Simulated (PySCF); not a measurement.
**C$_{4}$H$_{9}$S, doublet, SMILES `CCC(C)[S]`: what the electrons do**

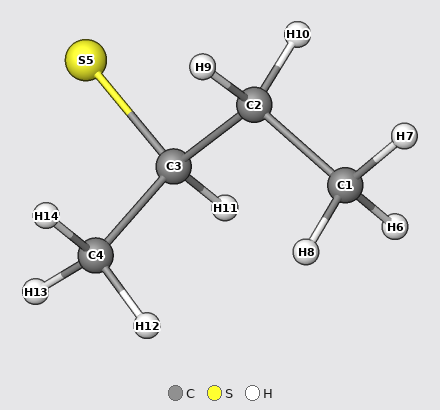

The molecule, with its atoms numbered as below. No frequency check shows the geometry to be a minimum.

Coordinates in Å:

```
C1       2.3570    0.3298   -0.1193
C2       0.9414    0.6963    0.3114
C3      -0.1206   -0.1934   -0.3379
C4      -0.0691   -1.6406    0.1327
S5      -1.7626    0.4946    0.0002
H6       2.4483    0.3605   -1.2030
H7       3.0644    1.0390    0.3037
H8       2.6293   -0.6648    0.2239
H9       0.8521    0.6189    1.3974
H10      0.7425    1.7343    0.0347
H11     -0.0132   -0.1540   -1.4273
H12      0.8654   -2.1043   -0.1744
H13     -0.8919   -2.2077   -0.2969
H14     -0.1470   -1.6867    1.2169
```

Part 1: Bonding charge

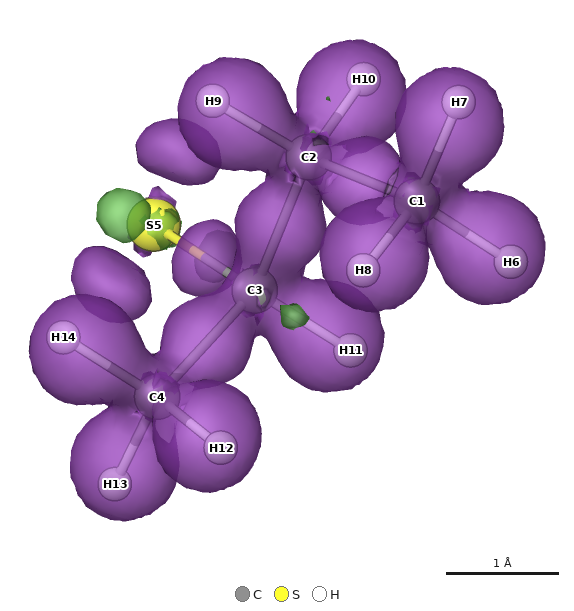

Deformation density (molecule less spherical, spin-averaged free atoms at the same positions), surfaces at ±0.14 e/Å³; purple: gain, green: loss.

Level of theory: B3LYP/def2-SVPD (PySCF), at a geometry from GFN2-xTB. The stability of the open-shell solution wasn't checked. GFN2-xTB doesn't know the spin state, so this open-shell geometry is rough.

Question: How much density has each bond gained at its critical point, relative to the free atoms?

Answer: The five largest and four smallest: C2–H10: +0.69 e/Å³ at the bond critical point (bond length 1.09 Å). C4–H13: +0.69 e/Å³ at the bond critical point (bond length 1.09 Å). C2–H9: +0.68 e/Å³ at the bond critical point (bond length 1.09 Å). C4–H14: +0.68 e/Å³ at the bond critical point (bond length 1.09 Å). C3–H11: +0.68 e/Å³ at the bond critical point (bond length 1.09 Å). C2–C3: +0.47 e/Å³ at the bond critical point (bond length 1.53 Å). C3–C4: +0.46 e/Å³ at the bond critical point (bond length 1.52 Å). C1–C2: +0.45 e/Å³ at the bond critical point (bond length 1.52 Å). C3–S5: +0.28 e/Å³ at the bond critical point (bond length 1.81 Å). In all, 3.0 electrons gather in the regions of gain relative to the promolecule.

Question: Where do the Hirshfeld charges lie?

Answer: The highest Hirshfeld charge is on H11 (+0.05 e), the lowest on C4 (−0.11 e).

```tsv
atom	charge (e)
C1	−0.10
C2	−0.06
C3	−0.01
C4	−0.11
S5	−0.04
H6	+0.03
H7	+0.04
H8	+0.03
H9	+0.03
H10	+0.03
H11	+0.05
H12	+0.04
H13	+0.04
H14	+0.04
```

Part 2: Local ionisation energy

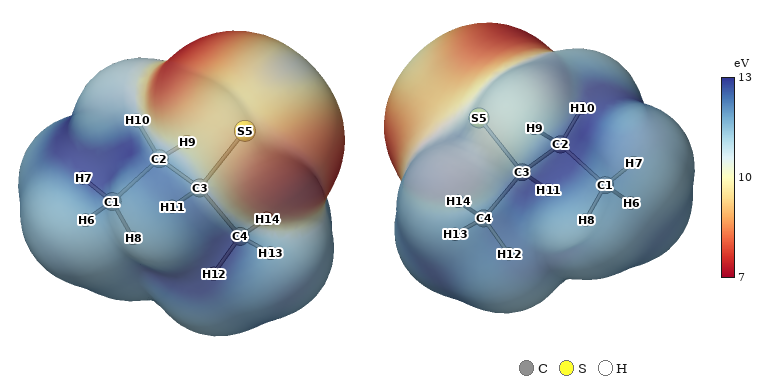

Average local ionisation energy on the surface of electron density 0.001 a.u. (back view left, front view right).

Question: Locate the minima of the map.

Answer: The lowest value is 7.3 eV, about equally far (2.3 Å) from S5 and H13. Further minima include 11.2 eV, 1.4 Å from H6. For comparison, the highest occupied orbital lies at −6.3 eV.

Part 3: Spin density

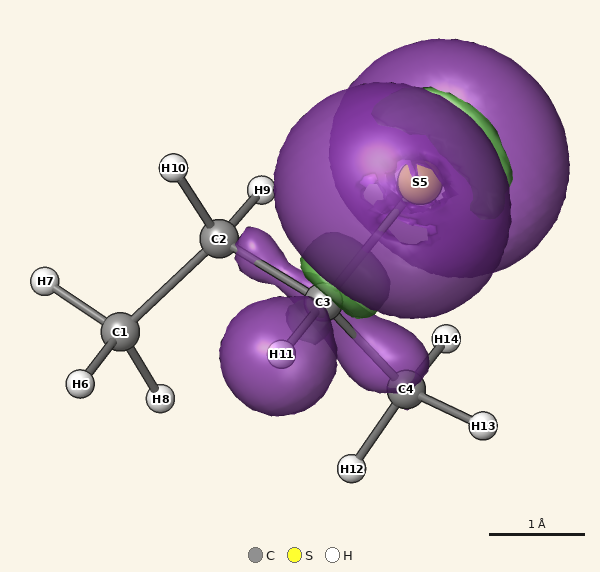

Spin density ρα − ρβ at ±0.01 e/Å³ (purple: excess α, green: excess β).

Question: How is the spin shared among the atoms?

Answer: Hirshfeld spin populations: S5 +0.90. ⟨S²⟩ = 0.75, as for a pure state. The picture also shows regions of β spin from spin polarisation; the Hirshfeld sums, whose atoms overlap, net them against the α spin of neighbours.

Part 4: In an electric field

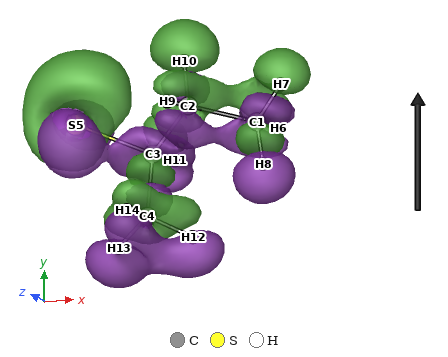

Change of the electron density in a uniform field of 0.51 V/Å along +y (arrow), surfaces at ±0.004 e/Å³ (purple: gain, green: loss).

Level of theory: PBE0/def2-SVP (PySCF), at a geometry from GFN2-xTB. A basis without diffuse functions makes polarisabilities too small. The stability of the open-shell solution wasn't checked. GFN2-xTB doesn't know the spin state, so this open-shell geometry is rough.

Question: How large is the response?

Answer: The induced dipole is 1.41 D (along the field); α along this axis, from the fields in both directions, is 55 bohr³ (8.2 Å³).

Question: Which atoms gain and lose the most charge?

Answer: Electrons gather most on H13 (Hirshfeld charge changes by −0.016 e) and leave S5 most (+0.021 e); 0.155 electrons are displaced in all.

Part 5: Removing or adding an electron

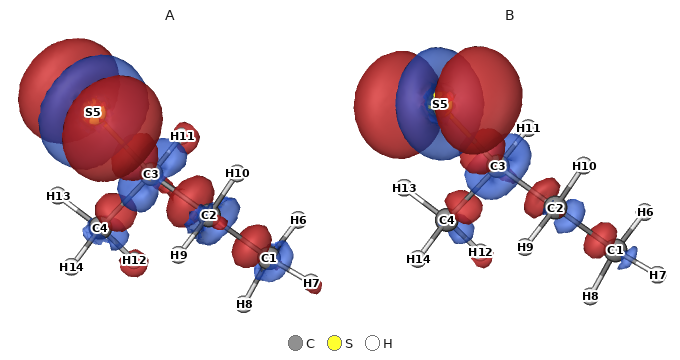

The two Fukui functions at ±0.04 e/Å³ (red positive, blue negative).

Level of theory: HF/6-31+G* (PySCF), at a geometry from GFN2-xTB. GFN2-xTB doesn't know the spin state, so this open-shell geometry is rough.

Question: Why do the two look alike?

Answer: The electron leaves from or enters the same singly occupied orbital. A is f⁻, B is f⁺. f⁻ (Hirshfeld-condensed) is largest on S5 (0.64); the vertical ionisation energy is 10.04 eV (to the singlet cation, which needn't be its lowest state). f⁺ (Hirshfeld-condensed) is largest on S5 (0.66); the vertical electron affinity is 0.70 eV (to the singlet anion, which needn't be its lowest state).

The PySCF runs shown took 3.8 min, 3.6 min and 15 s on 1 thread of Arm Neoverse V1 (shared host).
